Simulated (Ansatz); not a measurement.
# B₂ClFH₃NOSi (SMILES N[Si]1(F)OBB1Cl): what the fields show

The calculation's input:

```
crystal:
  periodic: [false, false, false]
  atoms:
    - { symbol: "N", position_ang: [-1.7357, -0.2868, 0.502] }
    - { symbol: Si, position_ang: [-0.134, 0.4359, 0.5245] }
    - { symbol: F, position_ang: [0.2381, 1.2411, 1.9403] }
    - { symbol: O, position_ang: [0.2896, 1.3418, -0.8599] }
    - { symbol: B, position_ang: [1.1694, 0.3837, -1.5361] }
    - { symbol: B, position_ang: [1.1726, -0.6733, -0.175] }
    - { symbol: Cl, position_ang: [1.8492, -2.3705, 0.2008] }
    - { symbol: H, position_ang: [-2.13441, 0.01307, -0.47193] }
    - { symbol: H, position_ang: [-1.64419, -1.31447, 0.43826] }
    - { symbol: H, position_ang: [1.4783, 0.2103, -2.6202] }
basis:
  gaussian: { orbitals: def2-SVP }
hamiltonian:
  xc: lda
relax:
  f_tol: 0.015
  max_steps: 40
output:
  orbitals: {}
```

Launched as:

```sh
ansatz run input.yaml --threads 2 --pin off --max-ram 3072MiB --backend cpu --events-out ev --progress --plain --runs-dir out
```

The fields are those of the run's last geometry, not of the input's.

Level of theory: RKS LDA/def2-SVP (Ansatz 0.2.0).

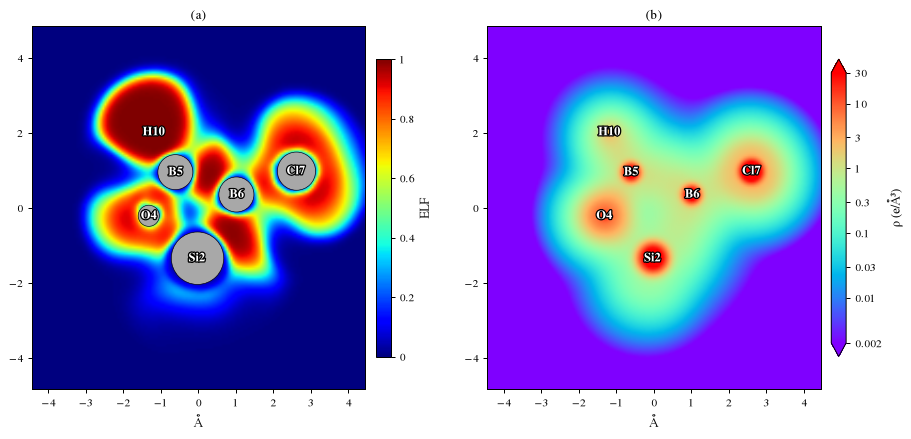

Figure 1. (a) electron localisation function; (b) total electron density on the plane of atoms Si2, B6 and Cl7. Grey discs cover the atomic cores in the ELF map.

Q: Describe what can be read from this map.

A:
- The plane passes through Si, O, B, Cl and H nuclei.
- B–O (1.37 Å): ρ at the midpoint is about 2.1 e/Å³; the ELF peaks at about 0.90 between the atoms; a short, strongly polar bond.
- B–Cl (1.72 Å): ρ is about 1.4 e/Å³ halfway; the ELF peaks at about 0.90 between the atoms; a shared but strongly polarised pair.
- Si–O (1.73 Å): the density is about 0.97 e/Å³ at the midpoint; the ELF peaks at about 0.90 between the atoms; a shared but strongly polarised pair.
- B–B (1.73 Å): ρ is about 0.98 e/Å³ halfway; the ELF peaks at about 1 between the atoms: a covalent bond.
- Si–B (1.99 Å): the density is about 0.76 e/Å³ at the midpoint; the ELF peaks at about 0.95 between the atoms: a shared electron pair.
- The ELF also peaks beside O4 and Cl7, away from the bonds: lone-pair regions.

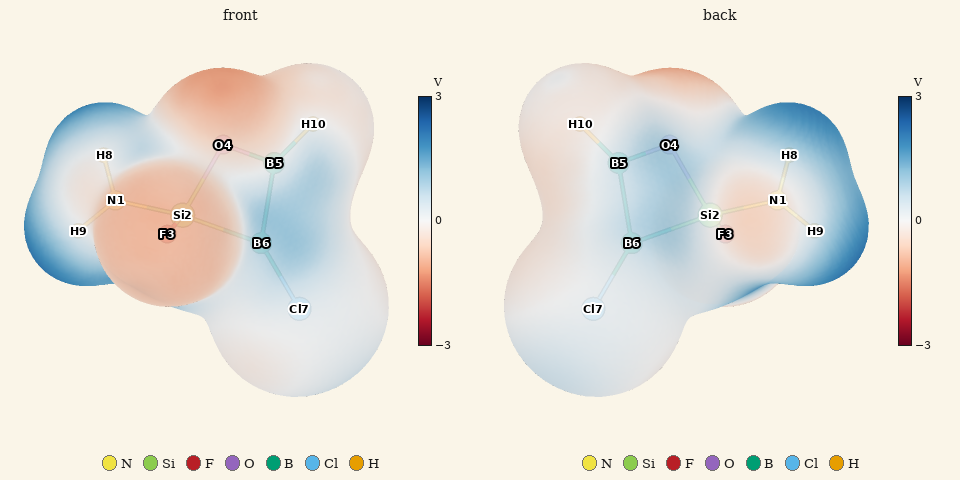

Figure 2. The electrostatic potential painted on the density surface at 0.002 e/bohr³, seen from the front and from behind; red is negative and blue positive.

Q: Describe the electrostatic potential map.

A: The most negative region (about −1.2 V, or −28 kcal/mol for a unit charge) lies over O4, the most positive (about +2.0 V, or +46 kcal/mol for a unit charge) over H8 and H9. Cl7 shows a σ-hole: about +0.5 V, or +12 kcal/mol for a unit charge at the tip opposite its bond, against about 0.0 V on its flanks. O4 is the likeliest acceptor of a hydrogen bond.

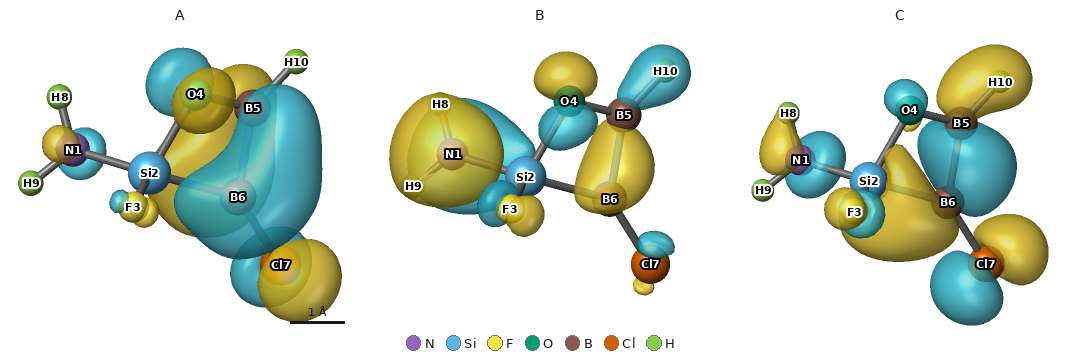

Figure 3. Three frontier orbitals at ±0.1 Å⁻³ᐟ² (yellow and cyan are the two phases), in no order.

Q: Order the three orbitals by energy and name them.

A: B is the HOMO−1 (−6.69 eV). Its weight (Hirshfeld) is mainly on N1 (about 60 %) and O4 (about 5 %). C is the HOMO (−5.70 eV). It lies mainly on B6 (about 25 %), B5 (about 20 %), Cl7 (about 20 %), Si2 (about 15 %) and N1 (about 5 %). A is the LUMO (−3.92 eV). Its weight (Hirshfeld) is mainly on B6 (about 40 %), B5 (about 20 %), Cl7 (about 15 %) and O4 (about 10 %).

Q: What is the HOMO–LUMO gap?

A: 1.78 eV between the orbital energies.
